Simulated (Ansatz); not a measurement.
# C₂H₉InSi: one molecule under many settings, part 2 of 2

Ansatz 0.2.0, Gaussian basis; the settings change from run to run. The steps go on from the part before.

### Step 7. wB97X/ANO-RCC-VTZP

Set apart from the defaults: multiplicity 3, atoms shaken by 0.08 Å.

Contents of in.yaml:

```yaml
crystal:
  periodic: [false, false, false]
  atoms:
    - {symbol: Si, position_ang: [-1.228011, 0.724635, 0.732449]}
    - {symbol: C, position_ang: [-0.572521, -1.046932, 0.282558]}
    - {symbol: C, position_ang: [0.809900, -0.948786, 0.153274]}
    - {symbol: In, position_ang: [1.392979, 0.865332, -1.287197]}
    - {symbol: H, position_ang: [-2.520498, 1.011285, 0.914453]}
    - {symbol: H, position_ang: [-0.631482, 0.859280, 2.267018]}
    - {symbol: H, position_ang: [-0.469862, 1.745206, -0.159383]}
    - {symbol: H, position_ang: [-1.243559, -1.145437, -0.731802]}
    - {symbol: H, position_ang: [-1.096898, -1.756615, 0.890721]}
    - {symbol: H, position_ang: [1.397648, -0.919410, 0.909616]}
    - {symbol: H, position_ang: [1.150349, -1.988566, -0.360243]}
    - {symbol: H, position_ang: [2.577801, 1.807693, -0.781010]}
    - {symbol: H, position_ang: [0.666724, 0.748812, -2.752289]}
basis:
  gaussian: {orbitals: ANO-RCC-VTZP}
magnetization: {spin_polarized: true, initial_magnetization: 2}
hamiltonian: {xc: {name: wB97X}}
```

On the command line:

```bash
$ ansatz run in.yaml --threads 4 --pin off --events-out ev --progress --plain --max-ram 10444MiB
```

What it wrote, shortened:

```text
Functional definition: wB97X
  name "wB97X"
  cite "Chai & Head-Gordon, J. Chem. Phys. 128, 084106 (2008) doi:10.1063/1.2834918"
  cite "Becke, J. Chem. Phys. 107, 8554 (1997) doi:10.1063/1.475007"
[...]
  # The coefficients of nought are those of the uniform gas.
[...]
      + exact_x_lr(omega)
[...]
      + integral(e_c_pw_opposite_spin*poly(b97_u_opposite, 1, cos1, cos2, cos3, cos4))
2008 factors; their error is unknown
527 factors; integrals over basis functions are off by at most 6.3e-6 eV
[...]
mean field -170143.05784509 eV, -6252.6420487002 hartree, gradient 4.7e-5 eV, S^2 2.006968; 2 other end points of the search recorded, 0 dependent functions left out
reference -170143.05779732 eV, -6252.6420469450 hartree; 43, 41 occupied and 245, 247 virtual orbitals, 2008 factors
Total energy: -170143.05779732 eV, -6252.6420469450 hartree
Relativity: scalar
```

It took 2.4 min on 4 threads of Arm Neoverse V1, shared host; peak memory 3.2 GiB.

⟨S²⟩ 2.007.

### Step 8. r2SCAN50/def2-TZVP

Options: coordinates scaled by 0.92, a point charge of 2.00 e beside it, D3(BJ) with three-body dispersion, relativity set to scalar, high accuracy.

Contents of in.yaml:

```yaml
crystal:
  periodic: [false, false, false]
  atoms:
    - {symbol: Si, position_ang: [-1.091373, 0.624352, 0.831613]}
    - {symbol: C, position_ang: [-0.630497, -0.907160, 0.203659]}
    - {symbol: C, position_ang: [0.762589, -0.899594, -0.014296]}
    - {symbol: In, position_ang: [1.264940, 0.673639, -1.160339]}
    - {symbol: H, position_ang: [-2.435750, 0.872890, 0.870170]}
    - {symbol: H, position_ang: [-0.549103, 0.856698, 2.065396]}
    - {symbol: H, position_ang: [-0.519601, 1.563144, -0.022164]}
    - {symbol: H, position_ang: [-1.127271, -1.043609, -0.663058]}
    - {symbol: H, position_ang: [-0.924442, -1.650444, 0.819872]}
    - {symbol: H, position_ang: [1.261897, -0.842955, 0.856570]}
    - {symbol: H, position_ang: [1.063753, -1.745601, -0.469198]}
    - {symbol: H, position_ang: [2.423620, 1.686434, -0.764904]}
    - {symbol: H, position_ang: [0.501227, 0.812189, -2.553322]}
basis:
  gaussian: {orbitals: def2-TZVP, point_charges: [{charge: 2.00, position_ang: [5.076, 0.993, -0.294]}]}
hamiltonian: {xc: {name: r2SCAN50}, dispersion: d3bjatm, pseudopotentials: {relativity: scalar}}
accuracy: high
```

Launched as before.

What it wrote, shortened:

```text
Functional definition: r2SCAN50
  name "r2SCAN50"
  cite "Bursch, Neugebauer, Ehlert & Grimme, J. Chem. Phys. 156, 134105 (2022) doi:10.1063/5.0086040"
  cite "Furness, Kaplan, Ning, Perdew & Sun, J. Phys. Chem. Lett. 11, 8208 (2020) doi:10.1021/acs.jpclett.0c02405"
  cite "Furness, Kaplan, Ning, Perdew & Sun, J. Phys. Chem. Lett. 11, 9248 (2020) doi:10.1021/acs.jpclett.0c03077"
  parent r2scan
[...]
3979 factors; integrals over basis functions are off by at most 3.9e-9 eV
[...]
mean field -15285.17752626 eV, -561.7199134247 hartree, gradient 3.0e-8 eV, S^2 0.000000; 0 other end points of the search recorded, 0 dependent functions left out
reference -15285.17752717 eV, -561.7199134582 hartree; 28, 28 occupied and 175, 175 virtual orbitals, 3979 factors
Total energy: -15285.29874400 eV, -561.7243680943 hartree
Relativity: scalar
```

Run time: 28 s. Hardware: 4 threads of Arm Neoverse V1, shared host; peak memory 1.4 GiB.

### Step 9. wB97M-V/STO-3G

This run has multiplicity 3, relativity set to scalar, high accuracy.

Contents of in.yaml:

```yaml
crystal:
  periodic: [false, false, false]
  atoms:
    - {symbol: Si, position_ang: [-1.186275, 0.678644, 0.903927]}
    - {symbol: C, position_ang: [-0.685323, -0.986044, 0.221369]}
    - {symbol: C, position_ang: [0.828901, -0.977820, -0.015539]}
    - {symbol: In, position_ang: [1.374935, 0.732216, -1.261238]}
    - {symbol: H, position_ang: [-2.647555, 0.948794, 0.945837]}
    - {symbol: H, position_ang: [-0.596851, 0.931193, 2.244996]}
    - {symbol: H, position_ang: [-0.564784, 1.699070, -0.024092]}
    - {symbol: H, position_ang: [-1.225294, -1.134358, -0.720715]}
    - {symbol: H, position_ang: [-1.004828, -1.793961, 0.891166]}
    - {symbol: H, position_ang: [1.371628, -0.916256, 0.931054]}
    - {symbol: H, position_ang: [1.156254, -1.897392, -0.509997]}
    - {symbol: H, position_ang: [2.634370, 1.833080, -0.831417]}
    - {symbol: H, position_ang: [0.544812, 0.882814, -2.775350]}
basis:
  gaussian: {orbitals: STO-3G}
magnetization: {spin_polarized: true, initial_magnetization: 2}
hamiltonian: {xc: {name: wB97M-V}, pseudopotentials: {relativity: scalar}}
accuracy: high
```

The command is unchanged.

What it wrote, shortened:

```text
Functional definition: wB97M-V
  name "wB97M-V"
  cite "Mardirossian & Head-Gordon, J. Chem. Phys. 144, 214110 (2016) doi:10.1063/1.4952647"
  cite "Becke, J. Chem. Phys. 107, 8554 (1997) doi:10.1063/1.475007"
  cite "Vydrov & Van Voorhis, J. Chem. Phys. 133, 244103 (2010) doi:10.1063/1.3521275"
  # Of w^i u^j: cxij and so on, Table III.
[...]
  gx(w, u) = 1 - cx + cx01*u + cx10*w
  gss(w, u) = css00 + css04*u^4 + css10*w + css20*w^2 + css43*w^4*u^3
  gos(w, u) = cos00 + cos10*w + (cos20 + cos21*u)*w^2 + (cos60 + cos61*u)*w^6
[...]
      + integral(e_c_pw_mod_opposite_spin*gos(b97_w_opposite, b97_u_opposite)) + vv10(b, c)
1147 factors; integrals over basis functions are off by at most 4.6e-9 eV
301 factors; integrals over basis functions are off by at most 1.2e-9 eV
[...]
mean field -167302.51320740 eV, -6148.2539586555 hartree, gradient 4.6e-8 eV, S^2 2.004089; 2 other end points of the search recorded, 0 dependent functions left out
reference -167302.51321112 eV, -6148.2539587922 hartree; 43, 41 occupied and 12, 14 virtual orbitals, 1147 factors
Total energy: -167302.51321112 eV, -6148.2539587922 hartree
Relativity: scalar
```

Wall time 71 s (4 threads of Arm Neoverse V1, shared host); peak memory 1.2 GiB.

⟨S²⟩ 2.004.

### Step 10. B3LYP/x2c-TZVPPall

This run has unrestricted orbitals.

Changes to in.yaml since step 9:

```diff
@@ -17,5 +17,5 @@
 basis:
-  gaussian: {orbitals: STO-3G}
-magnetization: {spin_polarized: true, initial_magnetization: 2}
-hamiltonian: {xc: {name: wB97M-V}, pseudopotentials: {relativity: scalar}}
-accuracy: high
+  gaussian: {orbitals: x2c-TZVPPall}
+magnetization: {spin_polarized: true, initial_magnetization: 0}
+hamiltonian: {xc: {name: B3LYP}}
+output: {forces: true}
```

Launched as before.

What it wrote, shortened:

```text
Functional definition: B3LYP
  name "B3LYP"
  cite "Stephens, Devlin, Chabalowski & Frisch, J. Phys. Chem. 98, 11623 (1994) doi:10.1021/j100096a001"
  cite "Becke, Phys. Rev. A 38, 3098 (1988) doi:10.1103/PhysRevA.38.3098"
  cite "Lee, Yang & Parr, Phys. Rev. B 37, 785 (1988) doi:10.1103/PhysRevB.37.785"
  cite "Vosko, Wilk & Nusair, Can. J. Phys. 58, 1200 (1980) doi:10.1139/p80-159"
[...]
1848 factors; their error is unknown
[...]
mean field -170150.31076579 eV, -6252.9085886197 hartree, gradient 3.2e-5 eV, S^2 0.000000; 0 other end points of the search recorded, 0 dependent functions left out
[...]
reference -170150.31109719 eV, -6252.9086007987 hartree; 42, 42 occupied and 248, 248 virtual orbitals, 1848 factors
Total energy: -170150.31109719 eV, -6252.9086007987 hartree
Relativity: scalar
[...]
Atom 3 at     1.374935     0.732216    -1.261238 Å, force     0.125947     0.138012    -0.156874 eV/Å
Atom 4 at    -2.647555     0.948794     0.945837 Å, force     0.093656    -0.019396     0.003105 eV/Å
Atom 5 at    -0.596851     0.931193     2.244996 Å, force    -0.050310    -0.013919    -0.084500 eV/Å
Atom 6 at    -0.564784     1.699070    -0.024092 Å, force    -0.059282    -0.070674     0.085195 eV/Å
Atom 7 at    -1.225294    -1.134358    -0.720715 Å, force     0.029999    -0.017797     0.058985 eV/Å
Atom 8 at    -1.004828    -1.793961     0.891166 Å, force     0.014039     0.030956    -0.040602 eV/Å
Atom 9 at     1.371628    -0.916256     0.931054 Å, force    -0.027563    -0.020457    -0.067868 eV/Å
Atom 10 at     1.156254    -1.897392    -0.509997 Å, force    -0.007897     0.054325     0.037326 eV/Å
Atom 11 at     2.634370     1.833080    -0.831417 Å, force     0.071067     0.063472     0.015067 eV/Å
Atom 12 at     0.544812     0.882814    -2.775350 Å, force    -0.031409     0.013001    -0.087057 eV/Å
Dipole moment:    -0.122764    -0.267369     0.155206 e Å
```

Run time: 18 s. Hardware: 4 threads of Arm Neoverse V1, shared host; peak memory 1.4 GiB.

Largest force 0.359 eV/Å, dipole 1.60 D, ⟨S²⟩ 0.000.

### Step 11. The runs in one table

| level | charge | multiplicity | geometry | functions | energy (eV) | time |
| --- | --- | --- | --- | --- | --- | --- |
| BHLYP/def2-TZVP | 0 | 1 | relaxed | 203 | -15269.115 | 2.9 s |
| CCSD/def2-TZVP | 0 | 1 | scaled, point charge | 203 | -15225.962 | 35 s |
| wPBEh/def2-mTZVP | 0 | 1 | relaxed | 123 | -15266.123 | 4 s |
| BLYP/def2-SVPD | 1 | 2 | relaxed | 168 | -15255.856 | 8.5 s |
| wB97X/STO-3G | 1 | 2 | relaxed | 55 | -164671.257 | 20 s |
| wB97X/ANO-RCC-VTZP | 0 | 3 | shaken | 288 | -170143.058 | 2.4 min |
| r2SCAN50/def2-TZVP | 0 | 1 | scaled, point charge | 203 | -15285.299 | 28 s |
| wB97M-V/STO-3G | 0 | 3 | relaxed | 55 | -167302.513 | 71 s |
| B3LYP/x2c-TZVPPall | 0 | 1 | relaxed | 290 | -170150.311 | 18 s |

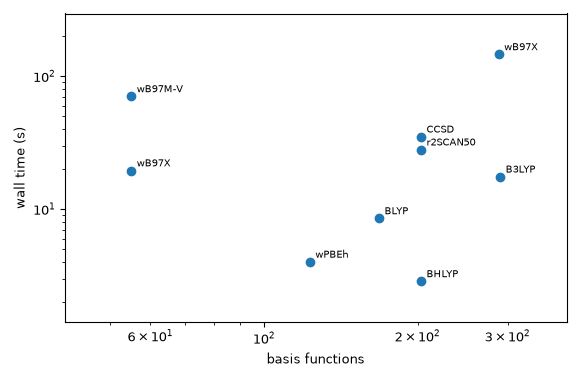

Wall time against the number of basis functions (shared host).

### Step 12. Outcome

What follows sums up all 2 parts.

```
                                         quantity                        value
                                             runs                            9
                                         quickest       BHLYP/def2-TZVP, 2.9 s
                                          slowest  wB97X/ANO-RCC-VTZP, 2.4 min
spread of total energies, same state and geometry                  154884.2 eV
                  dipole, same state and geometry               1.59 to 1.60 D
```

What this shows: wB97X/ANO-RCC-VTZP took 51 times as long as BHLYP/def2-TZVP. The jobs differ in tasks and options as well as level. The totals spread over 154884 eV; they can't be compared across methods or bases. Some of these runs are scalar-relativistic and others not, which shifts the totals of all-electron atoms past neon by several eV an atom and more; core potentials, where a basis has them, take the core out of the total altogether. At the PBE0-D4/def2-TZVP geometry and in the same state, the sound runs without point charges leave forces up to 0.36 eV/Å (B3LYP/x2c-TZVPPall).
